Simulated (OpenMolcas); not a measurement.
**Predicting a hybrid from its neighbours: BGeSiH4F**

The species is BGeSiH4F (8 atoms), meant as a singlet with charge 0. SMILES: `F[SiH]1[BH][GeH2]1`. The coordinates come from a PBE0-D4/def2-TZVP relaxation.

The HOMO–LUMO gap y, in eV, basis def2-SVP; a is the functional's share of exact exchange. Programs: OpenMolcas 26.06.

| functional | program | a | y (eV) |
| --- | --- | --- | --- |
| TPSS | OpenMolcas | 0 | 2.60 |
| r2SCAN | OpenMolcas | 0 | 2.74 |
| B3LYP | OpenMolcas | 0.2 | ? |
| PBE0 | OpenMolcas | 0.25 | 3.97 |
| BHLYP | OpenMolcas | 0.5 | 5.37 |

Task: Fit y = c + s·a to the known rows and predict B3LYP.

Result: 
1. Means of the 4 rows: a = 0.1875, y = 3.670.
2. Σ(Δa)² = 0.17188, Σ(Δa·Δy) = 0.925, so the slope is 0.925/0.17188 = 5.3817.
3. Intercept: 3.670 − (5.3817) × 0.1875 = 2.661. The largest residual of the fit is 0.079.
4. B3LYP: 2.661 + (5.3817) × 0.2 = 3.74 eV.

The run gave 3.62 eV, so the prediction is off by +0.12 eV, more than the largest residual. Exact exchange lowers occupied levels and raises empty ones. The rows mix families of semi-local functionals, which the line can't see.

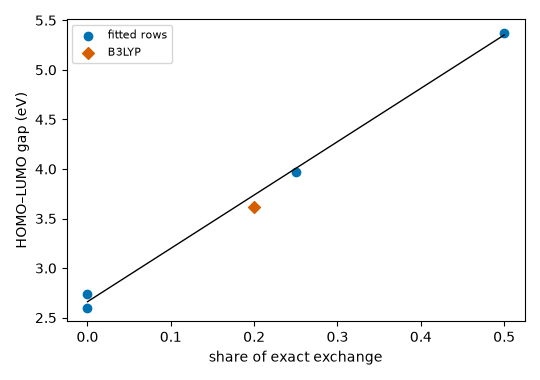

The fitted line, with the withheld row.
